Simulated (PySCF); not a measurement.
# C₂H₁₁GeNSi₂: what the fields show

Input file:

```
{"job": {"kind": "uv", "xc": "B3LYP", "basis": "def2-SVPD", "nstates": 8, "ntriplets": 3}, "charge": 0, "multiplicity": 1}
C      3.201061    -0.350067    -0.092436
C      1.972166     0.031984     0.213604
Si     0.504115    -0.064445    -0.962786
N     -0.948003    -0.020831     0.004152
Si    -2.024316    -1.380104     0.124353
Ge    -1.415291     1.627081     0.639972
H      4.026298    -0.290698     0.601822
H      3.436723    -0.745992    -1.067170
H      1.782602     0.421072     1.209468
H      0.511569     1.080698    -1.888808
H      0.486289    -1.315889    -1.721781
H     -2.939126    -1.108103     1.235495
H     -1.209029    -2.565779     0.390929
H     -2.780184    -1.545821    -1.123314
H     -1.897236     2.500672    -0.486029
H     -0.210279     2.274420     1.258018
H     -2.504357     1.463832     1.654598
```

Command:

```sh
OMP_NUM_THREADS=1 python probes_run.py task.json out
```

Geometry: GFN2-xTB.

These are results of PySCF, B3LYP/def2-SVPD, SCF density, gas phase, not measurements.

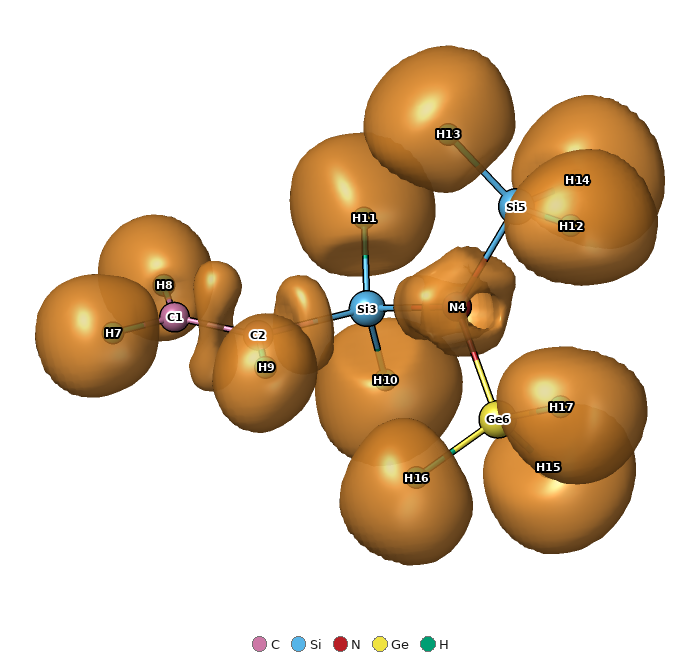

Figure 1. Isosurface of the ELF at 0.8 (orange), seen at a tilt. Core shells and regions of very low density are left out.

> Describe the localisation domains.

The surface consists of one region between bonded C–C atoms (shared pairs), one region between bonded C–Si atoms (shared pairs), eleven regions around hydrogen nuclei and one region on N in which the atom's valence shell and bonds are merged. Profiles from the grid: C–C (1.32 Å): the ELF peaks at about 0.95 between the atoms (a multiple bond). Si–N (1.74 Å): the ELF peaks at about 0.90 between the atoms (a shared but strongly polarised pair).

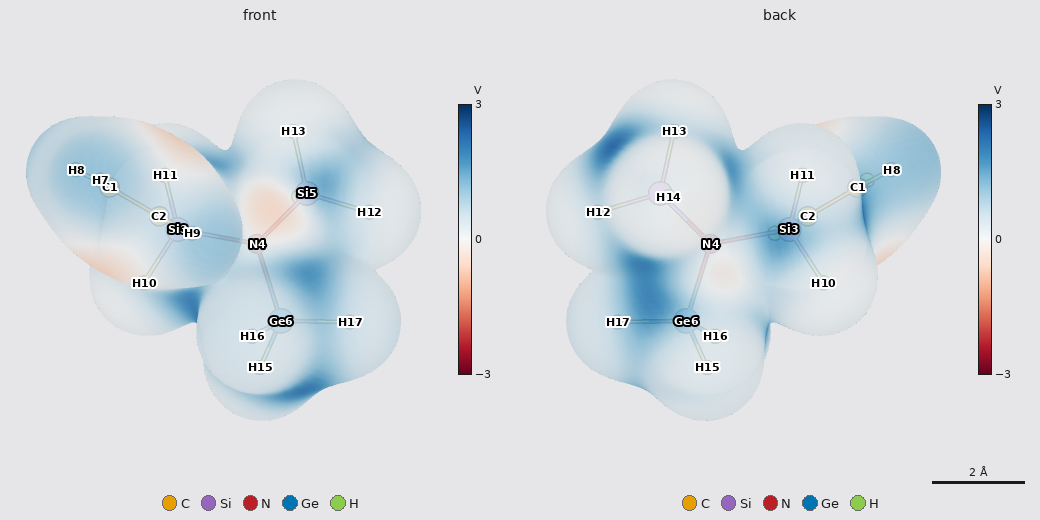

Figure 2. The electrostatic potential painted on the density surface at 0.004 e/bohr³, seen from the front and from behind; red is negative and blue positive.

> Describe the electrostatic potential map.

The most negative region (about −0.5 V) lies over C1, C2 and N4, the most positive (about +2.2 V) over Si3, Si5 and Ge6.

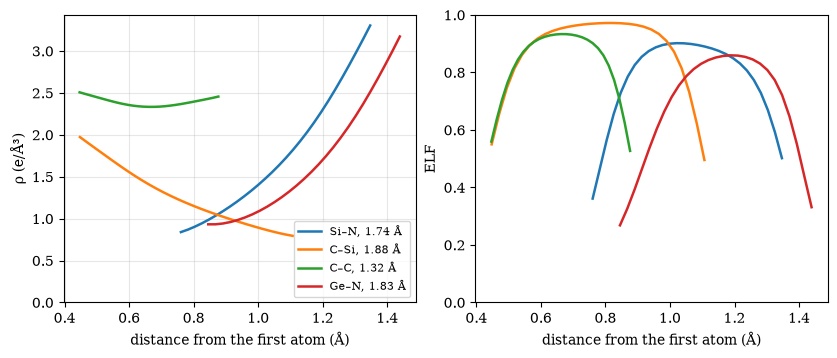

Figure 3. Total electron density and electron localisation function along straight lines between neighbouring atoms. The curves leave out the atomic cores.

> Compare the contacts.

Si–N (1.74 Å): ρ at the midpoint is about 1 e/Å³; the ELF peaks at about 0.90 between the atoms: a shared but strongly polarised pair.
C–Si (1.88 Å): the density is about 0.96 e/Å³ at the midpoint; the ELF peaks at about 1 between the atoms; a shared electron pair.
C–C (1.32 Å): ρ is about 2.3 e/Å³ halfway; the ELF peaks at about 0.95 between the atoms (a multiple bond).
Ge–N (1.83 Å): ρ at the midpoint is about 0.96 e/Å³; the ELF peaks at about 0.85 in the valence shell of N, 0.6 Å from its nucleus, and is about 0.45 at the midpoint.
